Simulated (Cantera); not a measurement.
A closed system holds: 1 mol CaO, 2.7 mol O2, 0.17 mol H2O, 0.00018 mol CO2, at 1 atm.

These are equilibrium values from Cantera (NASA tables, ideal gas, pure condensed phases), not measurements of a reactor. Candidate condensed phases: C, C6H6, C7H8, C8H18, Ca, CaCO3, CaO, Ca(OH)2, H2O; 115 gas species. Kinetics and transport are ignored.

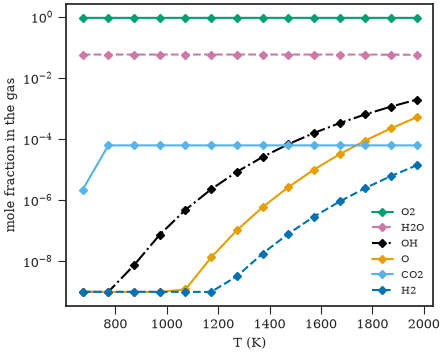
Equilibrium gas composition (values under 1e-9 drawn at 1e-9)

At 673 K the condensed part is CaCO3(calcite) + CaO(s). From 773 K to 1973 K the condensed part is CaO(s).
